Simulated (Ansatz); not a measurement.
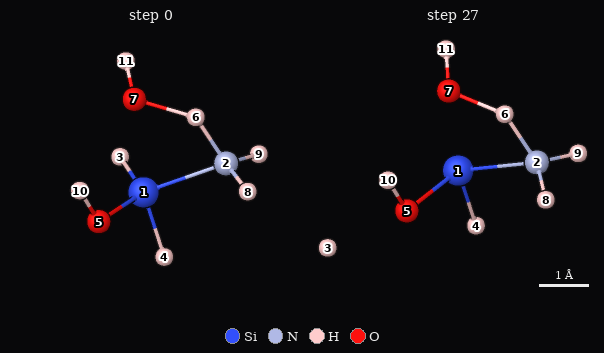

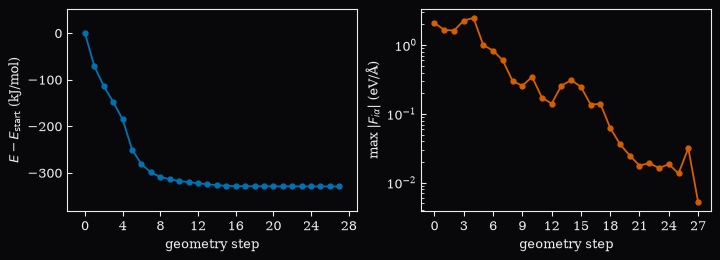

First and last geometry of a saddle-point search of SiNH₇O₂ (multiplicity 3), with the history of the run. A ball-and-stick model, seen at a tilt.

Method: UKS PBE0-D4/def2-SVP in Ansatz.

Input file:
```yaml
crystal:
  periodic: [false, false, false]
  atoms:
    - {symbol: Si, position_ang: [-0.621700, 0.560300, -0.178400]}
    - {symbol: N, position_ang: [-0.285800, -1.194600, 0.384500]}
    - {symbol: H, position_ang: [-0.660900, 0.675600, -1.630600]}
    - {symbol: H, position_ang: [-2.037000, 0.625900, 0.250100]}
    - {symbol: O, position_ang: [-0.109200, 1.690500, 0.856900]}
    - {symbol: H, position_ang: [0.829900, -0.946400, 0.029100]}
    - {symbol: O, position_ang: [1.453200, 0.087100, -0.480700]}
    - {symbol: H, position_ang: [-0.409600, -1.355000, 1.374200]}
    - {symbol: H, position_ang: [-0.763700, -1.921700, -0.126700]}
    - {symbol: H, position_ang: [0.833500, 1.847100, 0.888800]}
    - {symbol: H, position_ang: [1.771300, -0.068800, -1.367200]}
basis:
  gaussian: {orbitals: def2-SVP}
magnetization: {spin_polarized: true, initial_magnetization: 2}
hamiltonian: {xc: pbe0, dispersion: d4}
saddle:
  max_steps: 30
  mode_guess:
    - [0.2748, 0.1075, -0.1381]
    - [0.0815, -0.0598, 0.0078]
    - [-0.0404, 0.0234, -0.1105]
    - [0.1930, -0.0718, -0.0327]
    - [0.0191, 0.0644, 0.0532]
    - [-0.4525, -0.5543, 0.3571]
    - [-0.1862, 0.2894, -0.0997]
    - [0.0517, -0.0096, 0.0114]
    - [0.0677, -0.0291, -0.0209]
    - [0.0280, 0.0543, 0.0168]
    - [-0.0366, 0.1856, -0.0442]
```

Run as
```bash
ansatz run in.yaml --threads 4 --pin off --events-out ev --progress --plain --max-ram 9574MiB
```

### Read the history and describe the run.

The run was cut off at its time limit before the relaxation converged, so the last structure is only a point on the way. The input was poor on purpose: wrong multiplicity. H3 moves most after the best rigid fit: 2.72 Å. Largest moves by element: H 2.72 Å, Si 0.53 Å, O 0.39 Å, N 0.35 Å. Among the contacts that change: Si1–H3 1.457 → 3.460 Å, Si1–O7 2.150 → 2.080 Å, H6–O7 1.310 → 1.245 Å, N2–H6 1.197 → 1.257 Å. Bonds break, among them: Si1–H3 (1.46 → 3.46 Å). Among the angles between lasting bonds that change: N2–Si1–O5 113.9° → 105.3°, Si1–O5–H10 116.7° → 108.9°, H4–Si1–O5 95.0° → 99.9°. After 27 geometry steps the energy has fallen by 329.0 kJ/mol. The largest force component goes from 2.1 to 0.0053 eV/Å. Cost: 2.5 min on 4 threads of Arm Neoverse V2, with other jobs on the host.

```csv
step,"E − E(0), kJ/mol","largest force component, eV/Å"
0,0.00,2.1106
1,-71.37,1.6646
2,-113.43,1.6315
3,-147.66,2.2820
4,-184.94,2.4889
5,-249.69,1.0035
6,-281.36,0.8355
7,-298.86,0.6009
8,-308.56,0.3019
9,-313.50,0.2564
10,-317.53,0.3462
11,-319.64,0.1732
12,-322.15,0.1411
13,-324.35,0.2579
14,-326.10,0.3100
15,-327.47,0.2481
16,-328.37,0.1367
17,-328.57,0.1404
18,-328.66,0.0627
19,-328.70,0.0364
20,-328.75,0.0249
21,-328.80,0.0178
22,-328.82,0.0193
23,-328.85,0.0163
24,-328.86,0.0186
25,-328.89,0.0136
26,-328.96,0.0318
27,-328.98,0.0053
```
